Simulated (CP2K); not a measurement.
**SnH4O2 (SMILES [OH][SnH2][OH]): GFN1-xTB**

Aim: the energy change on altering one bond length of SnH4O2 at GFN1-xTB, from 2 runs. 

The calculation is run with CP2K 2026.2.

4 further runs of the same task are left out: 2 that didn't finish, 2 set aside as unsound or not needed.

## 1. Starting point

SnH4O2 has 7 atoms, charge 0, and is taken as a singlet. As SMILES, `[OH][SnH2][OH]`. The shape comes from GFN2-xTB, which is rough for such elements, and wasn't checked as a minimum. This is one conformer, not always the lowest.

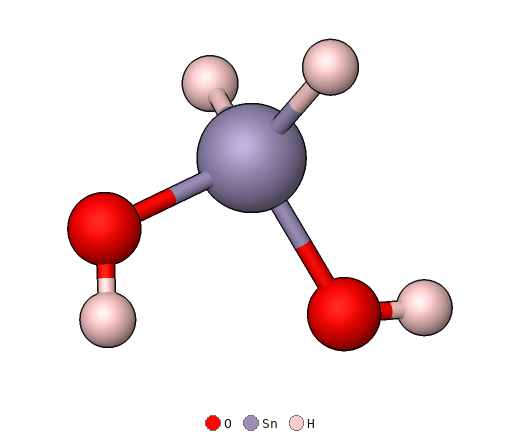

Viewed from a chosen angle; oxygen red, tin purple, hydrogen pink.

## 2. Energy and gradient at GFN1-xTB

Input file gas.inp:

```
&FORCE_EVAL
  METHOD QS
  &DFT
    &QS
      METHOD XTB
      EPS_DEFAULT 1.0E-10
      &XTB
        GFN_TYPE 1
        CHECK_ATOMIC_CHARGES F
      &END XTB
    &END QS
    &POISSON
      PERIODIC NONE
      POISSON_SOLVER ANALYTIC
    &END POISSON
    &SCF
      SCF_GUESS ATOMIC
      EPS_SCF 1.0E-07
      MAX_SCF 80
      ADDED_MOS 8
      &DIAGONALIZATION
        ALGORITHM STANDARD
      &END DIAGONALIZATION
      &MIXING
        METHOD BROYDEN_MIXING
        ALPHA 0.2
        NBUFFER 8
      &END MIXING
      &SMEAR ON
        METHOD FERMI_DIRAC
        ELECTRONIC_TEMPERATURE [K] 300
      &END SMEAR
    &END SCF
    &PRINT
      &MOMENTS
        PERIODIC F
        REFERENCE COM
        MAX_MOMENT 1
      &END MOMENTS
      &MO ON
        ENERGIES T
        OCCUPATION_NUMBERS T
        NDIGITS 6
        &EACH
          QS_SCF 0
        &END EACH
        ADD_LAST NUMERIC
      &END MO
      &HIRSHFELD OFF
      &END HIRSHFELD
    &END PRINT
  &END DFT
  &SUBSYS
    &CELL
      ABC 11.6 11.3 10.6
      PERIODIC NONE
    &END CELL
    &COORD
      O     -1.103080    -0.768920    -0.668330
      Sn     0.074280     0.523900     0.190000
      O      1.609930    -0.585140     0.453750
      H     -1.979020    -0.485150    -0.917850
      H      0.446260     1.779310    -0.843000
      H     -0.534050     1.010160     1.664730
      H      1.485680    -1.474160     0.120710
    &END COORD
    &TOPOLOGY
      &CENTER_COORDINATES
      &END CENTER_COORDINATES
    &END TOPOLOGY
  &END SUBSYS
  &PRINT
    &FORCES ON
    &END FORCES
  &END PRINT
&END FORCE_EVAL

&GLOBAL
  PROJECT gas
  RUN_TYPE ENERGY_FORCE
  PRINT_LEVEL MEDIUM
&END GLOBAL
```

On the command line:

```
$ OMP_NUM_THREADS=1 cp2k.psmp gas.inp > gas.out
```

Output:

```text
CP2K| version string:                                       CP2K version 2026.2
[...]
 GLOBAL| Method name                                                        CP2K
[...]
 GLOBAL| Run type                                                   ENERGY_FORCE
[...]
                             - Atoms:                                          7
[...]
                             - Spherical basis functions:                     25
[...]
 Number of electrons:                                                         20
[...]
     1 NoMix/Diag. 0.20E+00    0.0     0.82545292       -13.7975005091 -1.38E+01
[...]
    54 Broy./Diag. 0.20E+00    0.0     0.00000008       -14.0284416461 -9.07E-08
  *** SCF run converged in    54 steps ***
[...]
  Fermi energy:                                                -0.24634081449124
[...]
 TB_DIPOLE| Moment [Debye]         -1.83354883       2.23850377      -0.04212191
 TB_DIPOLE| Derivative [a.u.]       0.00000000       0.00000000       0.00000000
[...]
 ENERGY| Total FORCE_EVAL ( QS ) energy [hartree]            -14.028441646473716
 FORCES| Atomic forces [hartree/bohr]
 FORCES|   Atom     x               y               z               |f|
 FORCES|      1 -4.07306324E-03  5.65452167E-03  1.75247682E-04   6.97095196E-03
 FORCES|      2 -4.87664786E-03  1.52958599E-02  2.85377361E-03   1.63061047E-02
 FORCES|      3 -1.72377120E-05 -6.29363794E-03 -2.08202861E-03   6.62910392E-03
 FORCES|      4  2.89914317E-03 -3.72278594E-03 -5.17317515E-05   4.71877552E-03
 FORCES|      5  2.33886449E-04 -8.85441678E-03  1.83535207E-03   9.04565733E-03
 FORCES|      6  3.03284683E-03 -6.65341668E-03 -5.33995054E-03   9.05434621E-03
 FORCES|      7  2.80107237E-03  4.57387574E-03  2.60933754E-03   5.96447719E-03
 FORCES| Sum    -1.71303943E-16  8.93382590E-17  1.21430643E-17
 FORCES| Total atomic force                                       1.93581558E-16
[...]
```

It took 1.2 s on 1 thread of Intel Xeon Platinum 8488C (Sapphire Rapids), shared host; peak memory 0.19 GiB.

## 3. The distorted shape

Input file mol.inp:

```
&GLOBAL
  PROJECT mol
  RUN_TYPE ENERGY_FORCE
  PRINT_LEVEL MEDIUM
&END

&FORCE_EVAL
  METHOD QS
  &DFT
    # Quickstep
    &QS
      METHOD XTB
      EPS_DEFAULT 1.0E-10
      &XTB
        GFN_TYPE 1
        CHECK_ATOMIC_CHARGES F
      &END
    &END
    # no periodic images
    &POISSON
      PERIODIC NONE
      POISSON_SOLVER ANALYTIC
    &END
    # SCF settings
    &SCF
      SCF_GUESS ATOMIC
      EPS_SCF 1.0E-07
      MAX_SCF 80
      ADDED_MOS 8
      &DIAGONALIZATION
        ALGORITHM STANDARD
      &END
      &MIXING
        METHOD BROYDEN_MIXING
        ALPHA 0.2
        NBUFFER 8
      &END
      &SMEAR ON
        METHOD FERMI_DIRAC
        ELECTRONIC_TEMPERATURE [K] 300
      &END
    &END
    # extra output
    &PRINT
      &MOMENTS
        PERIODIC F
        REFERENCE COM
        MAX_MOMENT 1
      &END
      &MO ON
        ENERGIES T
        OCCUPATION_NUMBERS T
        NDIGITS 6
        &EACH
          QS_SCF 0
        &END
        ADD_LAST NUMERIC
      &END
      &HIRSHFELD OFF
      &END
    &END
  &END
  &SUBSYS
    # vacuum box
    &CELL
      ABC 11.6 11.3 10.6
      PERIODIC NONE
    &END
    &COORD
      O     -1.090654    -0.680013    -0.635024
      Sn     0.086706     0.612807     0.223306
      O      1.622356    -0.496233     0.487056
      H     -1.966594    -0.396243    -0.884544
      H      0.458686     1.868217    -0.809694
      H     -0.521624     1.099067     1.698036
      H      1.485680    -1.474160     0.120710
    &END
    &TOPOLOGY
      &CENTER_COORDINATES
      &END
    &END
  &END
  # extra output
  &PRINT
    &FORCES ON
    &END
  &END
&END
```

On the command line:

```
$ OMP_NUM_THREADS=1 cp2k.psmp mol.inp > mol.out
```

Output:

```text
CP2K| version string:                                       CP2K version 2026.2
[...]
 GLOBAL| Method name                                                        CP2K
[...]
 GLOBAL| Run type                                                   ENERGY_FORCE
[...]
                             - Atoms:                                          7
[...]
                             - Spherical basis functions:                     25
[...]
 Number of electrons:                                                         20
[...]
     1 NoMix/Diag. 0.20E+00    0.0     0.80795803       -13.7797804035 -1.38E+01
[...]
    37 Broy./Diag. 0.20E+00    0.0     0.00000003       -14.0210139563  2.06E-07
  *** SCF run converged in    37 steps ***
[...]
  Fermi energy:                                                -0.24515752400659
[...]
 TB_DIPOLE| Moment [Debye]         -1.79914652       2.09339293      -0.07459331
 TB_DIPOLE| Derivative [a.u.]       0.00000000       0.00000000       0.00000000
[...]
 ENERGY| Total FORCE_EVAL ( QS ) energy [hartree]            -14.021013869273201
 FORCES| Atomic forces [hartree/bohr]
 FORCES|   Atom     x               y               z               |f|
 FORCES|      1 -4.28752710E-03  5.37370594E-03  3.74712852E-06   6.87456313E-03
 FORCES|      2 -5.42554247E-03  1.55939237E-02  2.72337374E-03   1.67339096E-02
 FORCES|      3 -6.48763792E-03 -6.58468326E-02 -2.36451998E-02   7.02637196E-02
 FORCES|      4  2.93516835E-03 -3.68141307E-03 -2.51748959E-05   4.70835950E-03
 FORCES|      5  1.83180976E-04 -8.78608403E-03  1.80213176E-03   8.97086990E-03
 FORCES|      6  2.96274653E-03 -6.60328012E-03 -5.31770358E-03   8.98104374E-03
 FORCES|      7  1.01196116E-02  6.39499802E-02  2.44588257E-02   6.92115645E-02
 FORCES| Sum     1.52655666E-16  1.11022302E-16  4.16333634E-17
 FORCES| Total atomic force                                       1.93295217E-16
[...]
```

It took 1.2 s on 1 thread of Intel Xeon Platinum 8488C (Sapphire Rapids), shared host; peak memory 0.19 GiB.

## 4. Outcome

Level: GFN1-xTB.

```
                                                         quantity         value
                                        first shape: total energy  -14.02844 Eh
           first shape: dipole moment (from atomic charges alone)        2.89 D
                                         first shape: HOMO energy     -12.69 eV
                                         first shape: LUMO energy      -5.81 eV
                                       first shape: HOMO–LUMO gap       6.88 eV
                                   first shape: dispersion energy  -3.87 kJ/mol
                            first shape: largest force on an atom    0.838 eV/Å
                                    distorted shape: total energy  -14.02101 Eh
       distorted shape: dipole moment (from atomic charges alone)        2.76 D
                                     distorted shape: HOMO energy     -12.65 eV
                                     distorted shape: LUMO energy      -5.78 eV
                                   distorted shape: HOMO–LUMO gap       6.88 eV
                               distorted shape: dispersion energy  -3.86 kJ/mol
                        distorted shape: largest force on an atom    3.613 eV/Å
energy change with the O3–H7 bond stretched from 0.957 to 1.053 Å      0.202 eV
```

With the O3–H7 bond stretched from 0.957 to 1.053 Å the energy rises by 0.20 eV (19.5 kJ/mol). The first shape isn't relaxed at this level, so the change isn't measured from a minimum. The largest force (first shape) is 0.84 eV/Å: the shape isn't a stationary point for this species at this level. The dipole (first shape) comes from point charges on the atoms alone, without atomic dipoles, so it is partial. The dipole (distorted shape) comes from point charges on the atoms alone, without atomic dipoles, so it is partial.
